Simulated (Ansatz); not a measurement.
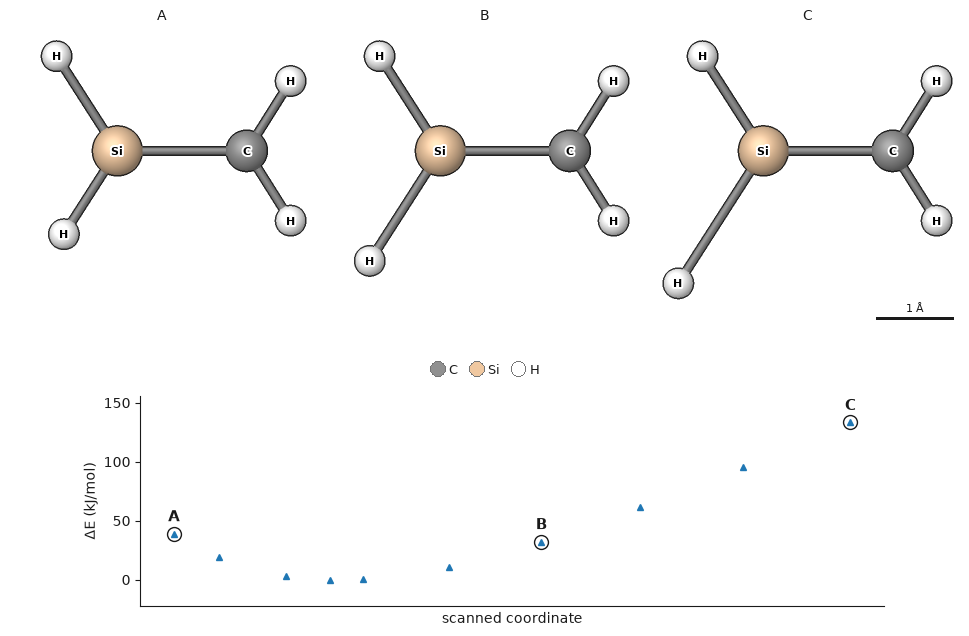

A scan of CH4Si along one coordinate. A ball-and-stick model, seen face on.

Computed with Ansatz: PBE-D4, basis def2-TZVPP, on geometries moved rigidly from the minimum at PBE0-D4/def2-TZVP. Energies are counted from the PBE0-D4/def2-TZVP minimum geometry at the same level.

Q: What is being scanned?

A: One Si–H bond length is varied, with the rest of the molecule carried along rigidly. In the frames the distance is 1.301 Å (A), 1.718 Å (B), 2.069 Å (C). The lowest computed point lies at the distance 1.478 Å (0.0 kJ/mol). At the ends of the scan the energy is 39.0 kJ/mol (1.301 Å) and 133.3 kJ/mol (2.069 Å). The curvature at the lowest point is about 19 eV/Å² (3 mdyn/Å). The well is steeper on the short side, as for any bond.
